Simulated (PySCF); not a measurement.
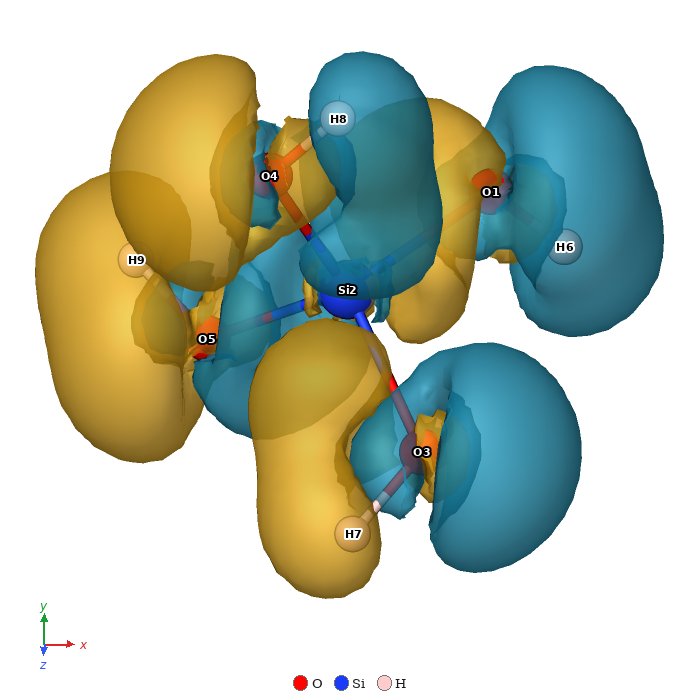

Figure. H4O4Si, SMILES `O[Si](O)(O)O`. Change of the electron density in a uniform field of 0.21 V/Å, surfaces at ±0.001 e/Å³ (yellow: gain, teal: loss).

PySCF calculation, PBE0/def2-TZVP, gas phase; geometry: GFN2-xTB. No frequency check shows the geometry to be a minimum. A basis without diffuse functions makes polarisabilities too small.

Question: Along which Cartesian direction does the field point?

Answer: Along +x: electrons gather on the −x side, against the field.

Question: What dipole is induced, and what polarisability does it imply?

Answer: The induced dipole is 0.36 D (along the field); α along this axis, from the fields in both directions, is 35 bohr³ (5.2 Å³).

Question: Which atoms gain and lose the most charge?

Answer: Electrons gather most on H9 (Hirshfeld charge changes by −0.005 e) and leave H6 most (+0.005 e); 0.040 electrons are displaced in all.

The PySCF run took 37 s on 1 thread of Intel(R) Xeon(R) Platinum 8259CL CPU @ 2.50GHz (Skylake/Cascade Lake) (shared host), peak memory 0.82 GiB.
